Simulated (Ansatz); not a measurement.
W (space group Pm-3n)

```yaml
crystal:
  lattice:
    - [5.03303, 0.00000, 0.00000]
    - [0.00000, 5.03303, 0.00000]
    - [0.00000, 0.00000, 5.03303]
  atoms:
    - { symbol: W, position: [0.00000, 0.00000, 0.00000] }
    - { symbol: W, position: [0.50000, 0.50000, 0.50000] }
    - { symbol: W, position: [0.00000, 0.50000, 0.25000] }
    - { symbol: W, position: [0.00000, 0.50000, 0.75000] }
    - { symbol: W, position: [0.25000, 0.00000, 0.50000] }
    - { symbol: W, position: [0.75000, 0.00000, 0.50000] }
    - { symbol: W, position: [0.50000, 0.75000, 0.00000] }
    - { symbol: W, position: [0.50000, 0.25000, 0.00000] }
```

E(V) scan at fixed shape, V₀ the volume above. Symmetry pins the atoms to their sites.

Computed with PBEsol (plane waves to 420 eV, PAW, scalar-relativistic; Ansatz, a quantum-chemistry and plane-wave program). k mesh 9×9×9 (Γ-centred), Fermi-Dirac smearing 0.05 eV. Energies are smeared free energies. Compression counts positive. Left out: 2 of 11 points, with atoms too close for the PAW data. Spin-orbit coupling is left out, though W is heavy. This is one of several known forms of W; the measured ambient cells at hand have space group No. 229. W is run without spin polarisation. W was relaxed with its symmetry unable to fall. The zero of ΔE is the relaxed starting cell.

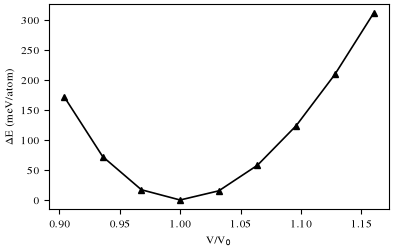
Figure. ΔE (meV/atom) against V/V₀; computed points joined by lines.

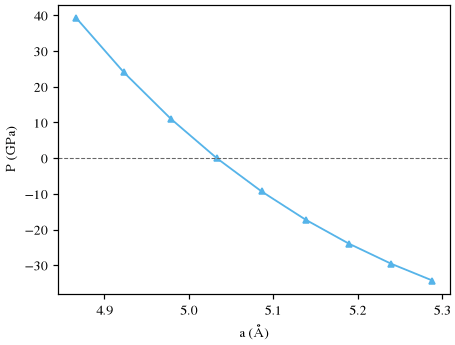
*P (GPa) against a (Å); one marker a computed point.*

The pressure derivative B₀′ (fit) is 4.2 and the equilibrium volume of the fit comes out as 15.94 Å³/atom. The energy cost of the largest compression is 172 meV/atom, the pressure for 5 % compression (fit) is 18.1 GPa and the bulk modulus B₀ (third-order Birch-Murnaghan fit) is 316 GPa.

P = (3B₀/2)(x⁷ − x⁵)[1 + ¾(B₀′ − 4)(x² − 1)] with x = (1/0.95)^(1/3), B₀ = 316 GPa and B₀′ = 4.20.

(A scan under strain: stresses follow from slopes of the energy per volume, elastic moduli from its curvatures.)
